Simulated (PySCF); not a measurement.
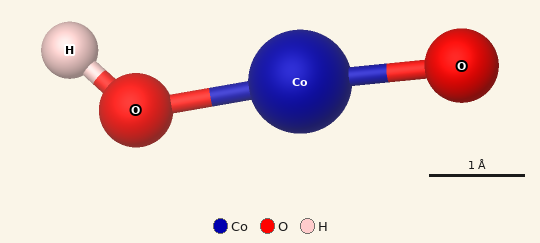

Figure 1. The structure as given in the input (ball-and-stick view, seen on its broad side). Sticks mark near contacts. Bond lengths as drawn: Co–O 1.73 to 1.75 Å and H–O 0.96 Å.

**Run report: CoOOH, frequency calculation**

System: CoOOH, multiplicity 3.
Method: UKS-based PBE0, Co def2-TZVP, O def2-TZVP, H def2-TZVP; non-relativistic Hamiltonian; density fitting (PySCF 2.14.0).

Log
```
init E= -1533.45416270337
  alpha nocc = 23  HOMO = -0.292785883399805  LUMO = -0.0806386487740919
  beta  nocc = 21  HOMO = -0.298004354255601  LUMO = -0.130134103270832
  HOMO = -0.2927858834  LUMO = -0.130134103271  gap/eV = 4.42598
cycle= 1 E= -1533.4541627034  delta_E= -2.86e-11  |g|= 3.22e-06  |ddm|= 7.7e-06
  alpha nocc = 23  HOMO = -0.292785785724318  LUMO = -0.0806377437209304
  beta  nocc = 21  HOMO = -0.298003752679815  LUMO = -0.130133500480389
  HOMO = -0.292785785724  LUMO = -0.13013350048  gap/eV = 4.42599
Extra cycle  E= -1533.45416270344  delta_E= -4.71e-11  |g|= 6.59e-06  |ddm|= 8.01e-06
converged SCF energy = -1533.45416270344  <S^2> = 2.9027799  2S+1 = 3.5512138
```

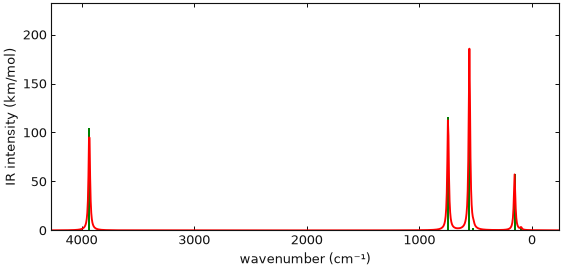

Figure 2. Harmonic infrared spectrum, unscaled: sticks (degenerate modes added up, dark ones marked on the axis) with a Lorentzian envelope of 16 cm⁻¹ full width, scaled to the tallest stick. 6 modes from 96 to 3932 cm⁻¹, none imaginary. The strongest line is at 555 cm⁻¹ (186 km/mol). All modes, in cm⁻¹ (km/mol): 96 (2.4), 154 (57), 519 (2.4), 555 (186), 745 (116), 3932 (104).

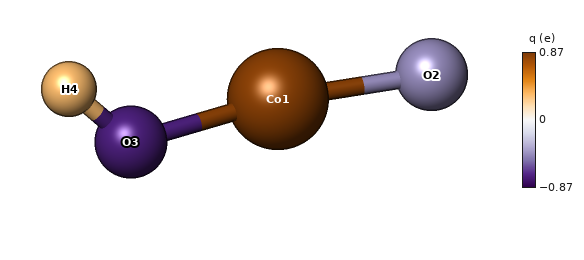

Figure 3. Mulliken charges, as the colour of each atom (ball-and-stick view, seen at a tilt; atoms are numbered from 1 in the order of the input; Mulliken charges depend strongly on the basis). By element: Co +0.83, O −0.71 to −0.44 and H +0.32 e.

The run was set up as follows.

The input
```python
from pyscf import gto, scf, dft
mol = gto.M(atom='''
Co     0.028925     0.034162    -0.020611
O      1.746304    -0.173600    -0.123189
O     -1.715637    -0.003915     0.166082
H     -2.269380     0.627066     0.625008''',
    basis={'Co': 'def2-TZVP', 'O': 'def2-TZVP', 'H': 'def2-TZVP'},
    charge=0, spin=2)
mf = dft.UKS(mol, xc='PBE0')
mf.grids.atom_grid = (75, 302)
aux = {'Co': 'def2-universal-JKFIT', 'O': 'def2-universal-JKFIT', 'H': 'def2-universal-JKFIT'}
mf = mf.density_fit(auxbasis=aux)
mf.conv_tol = 1e-09
mf.diis_space = 10
mf.max_cycle = 60
mf.verbose = 4
mf.kernel()
```

The script is an equivalent of the set-up of the self-consistent field. The run itself was carried out by a driver, which started from the orbitals of the step before it where there was one and computed the further properties.

Launch command:
```bash
OMP_NUM_THREADS=4 python axn.py task.json out
```

Summary

```json
{"quantity": "outcome", "value": "converged"}
{"quantity": "total energy", "value": "−1533.454163 hartree"}
{"quantity": "⟨S²⟩", "value": "2.903"}
{"quantity": "zero-point energy", "value": "0.013671 hartree"}
{"quantity": "dipole moment", "value": "2.23 D"}
{"quantity": "wavenumbers, lowest and highest", "value": "96 and 3932 cm⁻¹"}
{"quantity": "hardware", "value": "4 threads of Intel Xeon (Granite Rapids), 32 GiB of memory available, shared host"}
{"quantity": "wall time", "value": "6.7 min (CPU time 25 min)"}
{"quantity": "peak memory", "value": "1.3 GiB"}
```

Checks after the run noted: spin contamination. ⟨S²⟩ is 2.90 against 2.00 for a pure state: the solution is spin-contaminated.
